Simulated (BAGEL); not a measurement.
**GeH3O (SMILES [OH][GeH2]): UHF/cc-pVTZ (density fitting with qzvpp-jkfit)**

Aim: the energy change on altering one bond length of GeH3O at UHF/cc-pVTZ (density fitting with qzvpp-jkfit), from 2 runs. 

The results are computed with BAGEL 1.2.2.

4 further runs of the same task are left out: 2 that didn't finish, 2 set aside as unsound or not needed. Runs told in other sessions of the task aren't counted.

### Step 1. The molecule

The species is GeH3O (5 atoms), meant as a doublet with charge 0. SMILES: `[OH][GeH2]`. Geometry: relaxed at PBE0-D4/def2-TZVP. This is one conformer, not always the lowest.

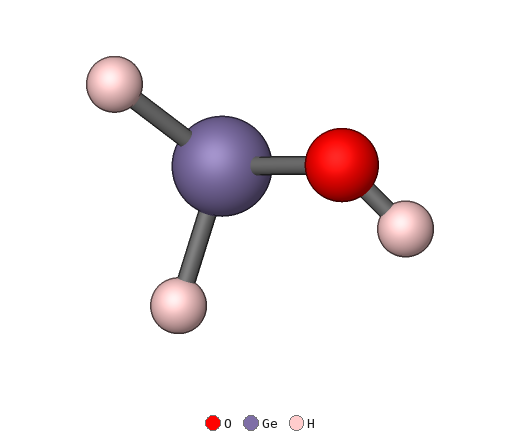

The structure, seen from a chosen angle (oxygen red, germanium purple, hydrogen pink).

### Step 2. A single-point energy at UHF/cc-pVTZ (density fitting with qzvpp-jkfit)

input.json

```json
{ "bagel": [

{
  "title": "molecule",
  "basis": "cc-pvtz.json",
  "df_basis": "qzvpp-jkfit",
  "angstrom": true,
  "geometry": [
    { "atom": "O", "xyz": [    0.355500,   -1.075800,    0.460700 ] },
    { "atom": "Ge", "xyz": [   -0.520100,    0.416100,    0.017700 ] },
    { "atom": "H", "xyz": [    1.097400,   -0.907600,    1.046500 ] },
    { "atom": "H", "xyz": [   -1.396800,   -0.014400,   -1.180300 ] },
    { "atom": "H", "xyz": [    0.513900,    1.508000,   -0.385900 ] }
  ]
},
{
  "title": "uhf",
  "nopen": 1
},
{
  "title": "print",
  "file": "orbitals.molden",
  "orbitals": true
}

]}
```

The basis set cc-pVTZ is read from a file made from the Basis Set Exchange's data (not shown).

Launch:

```bash
$ BAGEL_NUM_THREADS=1 BAGEL input.json > input.out
```

Standard output:

```text
* using 1 threads per process

  ===============================================================
  ===============================================================

  *** Geometry ***

  { "atom" : "O", "xyz" : [      0.671798,     -2.032967,      0.870597 ] },
  { "atom" : "Ge", "xyz" : [     -0.982847,      0.786315,      0.033448 ] },
  { "atom" : "H", "xyz" : [      2.073785,     -1.715115,      1.977598 ] },
  { "atom" : "H", "xyz" : [     -2.639569,     -0.027212,     -2.230444 ] },
  { "atom" : "H", "xyz" : [      0.971130,      2.849707,     -0.729245 ] },

  Number of auxiliary basis functions:      397

  Since a DF basis is specified, we compute 2- and 3-index integrals:
    o Being stored without compression. Storage requirement is 0.042 GB

  Number of basis functions:      115
  Number of electrons      :       43

    * METHOD: MOLECULE                             0.18

  *** Open-shell HF ***

  === Nuclear Repulsion ===
   113.0837636806

      * DIIS with orbital gradients will be used.

  === UHF iteration (cc-pvtz.json) ===
      0      -2151.80732445          0.03927034           0.10
      1      -2151.90086857          0.03363695           0.10
      2      -2151.95915699          0.02348754           0.09
      3      -2152.02816173          0.00132275           0.10
      4      -2152.02895382          0.00044024           0.09
      5      -2152.02906743          0.00016352           0.09
      6      -2152.02909091          0.00007326           0.10
      7      -2152.02909731          0.00002319           0.10
      8      -2152.02909871          0.00000896           0.09
      9      -2152.02909903          0.00000287           0.10
     10      -2152.02909906          0.00000167           0.10
     11      -2152.02909907          0.00000087           0.10
     12      -2152.02909908          0.00000037           0.10
     13      -2152.02909908          0.00000015           0.10
     14      -2152.02909908          0.00000007           0.10
     15      -2152.02909908          0.00000003           0.10
     16      -2152.02909908          0.00000002           0.10
     17      -2152.02909908          0.00000001           0.10
    * SCF iteration converged.

    * S^2 (UHF) is 0.7554

    * Permanent dipole moment:
           (   -0.162001,    -0.556919,    -0.258231) a.u.

    * METHOD: UHF                                  1.89

    * METHOD: PRINT                                0.02

  ===============================================================
```

It took 2.3 s on 1 thread of AMD EPYC 9R45 (Zen 5), shared host; peak memory 0.13 GiB.

### Step 3. The distorted shape, same level

input.json

```json
{ "bagel": [

{
  "title": "molecule",
  "basis": "cc-pvtz.json",
  "df_basis": "qzvpp-jkfit",
  "angstrom": true,
  "geometry": [
    { "atom": "O", "xyz": [       0.132916,      -1.126263,       0.284949 ] },
    { "atom": "Ge", "xyz": [      -0.742684,       0.365637,      -0.158051 ] },
    { "atom": "H", "xyz": [       1.097400,      -0.907600,       1.046500 ] },
    { "atom": "H", "xyz": [      -1.619384,      -0.064863,      -1.356051 ] },
    { "atom": "H", "xyz": [       0.291316,       1.457537,      -0.561651 ] }
  ]
},

{ "title": "uhf", "nopen": 1 },

{ "title": "print", "file": "orbitals.molden", "orbitals": true }

]}
```

The basis set cc-pVTZ is read from a file made from the Basis Set Exchange's data (not shown).

Launch:

```bash
$ BAGEL_NUM_THREADS=1 BAGEL input.json > input.out
```

Standard output:

```text
* using 1 threads per process

  ===============================================================
  ===============================================================

  *** Geometry ***

  { "atom" : "O", "xyz" : [      0.251175,     -2.128329,      0.538476 ] },
  { "atom" : "Ge", "xyz" : [     -1.403469,      0.690954,     -0.298673 ] },
  { "atom" : "H", "xyz" : [      2.073785,     -1.715115,      1.977598 ] },
  { "atom" : "H", "xyz" : [     -3.060192,     -0.122573,     -2.562565 ] },
  { "atom" : "H", "xyz" : [      0.550507,      2.754346,     -1.061367 ] },

  Number of auxiliary basis functions:      397

  Since a DF basis is specified, we compute 2- and 3-index integrals:
    o Being stored without compression. Storage requirement is 0.042 GB

  Number of basis functions:      115
  Number of electrons      :       43

    * METHOD: MOLECULE                             0.17

  *** Open-shell HF ***

  === Nuclear Repulsion ===
   111.4435353636

      * DIIS with orbital gradients will be used.

  === UHF iteration (cc-pvtz.json) ===
      0      -2151.74018297          0.03775582           0.10
      1      -2151.79605797          0.03739671           0.10
      2      -2151.84807447          0.02938313           0.10
      3      -2151.97114882          0.00172782           0.09
      4      -2151.97243287          0.00065290           0.09
      5      -2151.97264773          0.00020116           0.10
      6      -2151.97268409          0.00008457           0.09
      7      -2151.97269391          0.00002999           0.10
      8      -2151.97269795          0.00001307           0.09
      9      -2151.97270004          0.00000391           0.09
     10      -2151.97270054          0.00000263           0.10
     11      -2151.97270096          0.00000093           0.09
     12      -2151.97270132          0.00000059           0.09
     13      -2151.97270152          0.00000056           0.09
     14      -2151.97270167          0.00000054           0.10
     15      -2151.97270191          0.00000048           0.10
     16      -2151.97270226          0.00000028           0.10
     17      -2151.97270232          0.00000017           0.10
     18      -2151.97270232          0.00000008           0.10
     19      -2151.97270232          0.00000004           0.10
     20      -2151.97270232          0.00000003           0.10
     21      -2151.97270232          0.00000002           0.10
     22      -2151.97270232          0.00000001           0.10
     23      -2151.97270232          0.00000001           0.10
     24      -2151.97270232          0.00000001           0.10
     25      -2151.97270232          0.00000001           0.10
    * SCF iteration converged.

    * S^2 (UHF) is 0.7565

    * Permanent dipole moment:
           (   -0.251397,    -0.547749,    -0.325594) a.u.

    * METHOD: UHF                                  2.66

    * METHOD: PRINT                                0.02

  ===============================================================
```

Run time: 3.3 s. Hardware: 1 thread of AMD EPYC 9R45 (Zen 5), shared host; peak memory 0.13 GiB.

### Step 4. What came out

Level: UHF/cc-pVTZ (density fitting with qzvpp-jkfit).

| quantity | value |
| --- | --- |
| first shape: total energy | -2152.02910 Eh |
| first shape: dipole moment | 1.61 D |
| first shape: ⟨S²⟩ | 0.755 |
| distorted shape: total energy | -2151.97270 Eh |
| distorted shape: dipole moment | 1.74 D |
| distorted shape: ⟨S²⟩ | 0.756 |
| energy change with the O1–H3 bond stretched from 0.960 to 1.248 Å | 1.535 eV |

With the O1–H3 bond stretched from 0.960 to 1.248 Å the energy rises by 1.53 eV (148 kJ/mol). The first shape isn't relaxed at this level, so the change isn't measured from a minimum.
